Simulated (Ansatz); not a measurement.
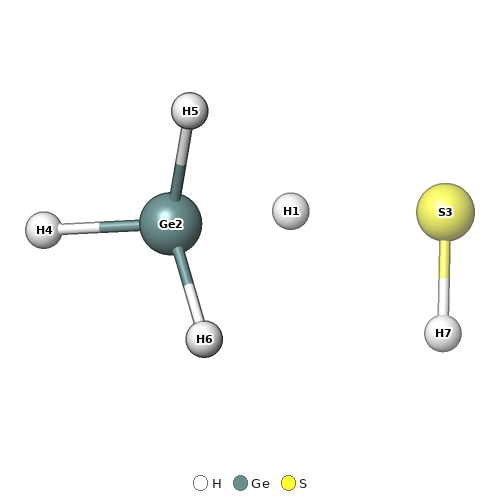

The system is the reacting system GeH₅S (fragments GeH₄ + HS where the first distance is long, H₂S + GeH₃ where the second is long), spin multiplicity 2; the picture shows the reference structure. 
- Coordinates scanned: (1) distance H1–S3 (bond that forms); (2) distance H1–Ge2 (bond that breaks).
- Relaxed at each point: all other coordinates.
- The grid has 9 × 9 points.
- Points are written as (first, second).
- All energies are given in eV relative to a guessed transition structure relaxed with its forming and breaking bonds held.
- Energies and slopes of some neighbouring points disagree (a jump in structure or state, or too coarse a mesh).
- The calculation used Ansatz, UKS PBE0-D4/def2-SVP.

Its coordinates:

| atom | x (Å) | y (Å) | z (Å) |
| --- | --- | --- | --- |
| H | -0.1799 | -0.1039 | -0.9608 |
| Ge | -0.2223 | -0.5212 | 0.9824 |
| S | -0.1145 | 1.1413 | -2.2461 |
| H | -0.0665 | -2.0366 | 1.1816 |
| H | -1.5795 | -0.0002 | 1.4706 |
| H | 0.9510 | 0.2662 | 1.5810 |
| H | 1.2116 | 1.2546 | -2.0088 |

Range: distance H1–S3 (bond that forms) from 1.224 to 2.424 Å; distance H1–Ge2 (bond that breaks) from 1.359 to 2.859 Å.

What landscape does the calculation give?

The lowest grid point is at (1.313 Å, 2.859 Å), −0.52 eV from a guessed transition structure relaxed with its forming and breaking bonds held. It lies in a valley that leaves the map towards separated partners. Other grid points that lie below all their neighbours: (1.891 Å, 1.624 Å) (0.21 eV higher). The highest grid point, (1.224 Å, 1.359 Å), lies 3.11 eV above the lowest.

```tsv
second ↓, first →	1.224	1.313	1.436	1.576	1.729	1.891	2.062	2.240	2.424
2.859	−0.27	−0.52	−0.47	−0.10	0.47	1.07	1.66	0.11	0.08
2.628	−0.24	−0.50	−0.47	−0.13	0.39	0.94	1.45	0.13	0.10
2.406	−0.18	−0.47	−0.46	−0.17	0.27	0.74	1.15	0.16	0.14
2.193	−0.08	−0.40	−0.45	−0.24	0.11	0.46	0.75	0.22	0.21
1.990	0.10	−0.27	−0.42	−0.32	−0.09	0.14	0.31	0.42	0.49
1.799	0.41	−0.03	−0.31	−0.35	−0.27	−0.16	−0.07	−0.02	0.02
1.624	0.92	0.36	−0.06	−0.25	−0.31	−0.31	−0.30	−0.29	−0.28
1.470	1.69	1.02	0.45	0.10	−0.08	−0.17	−0.22	−0.25	−0.26
1.359	2.59	1.81	1.12	0.66	0.39	0.24	0.15	0.10	0.08
```

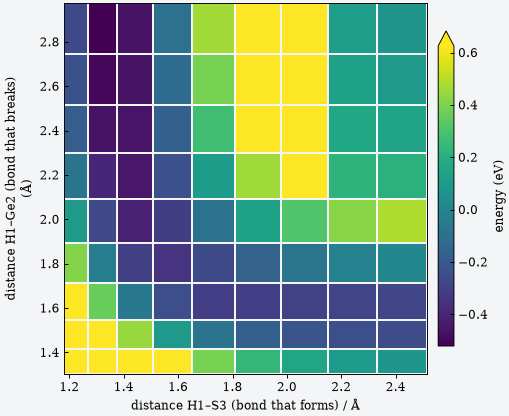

In the figure: one coloured cell a grid point, one colour for all values above the top of the scale.

Each point was launched as `ansatz run input.yaml --threads 1 --pin off --max-ram 2560MiB --backend cpu --events-out ev --progress --plain --runs-dir out`. The whole map (81 points run) took 43 min on 1 thread of Arm Neoverse V1 (shared host).
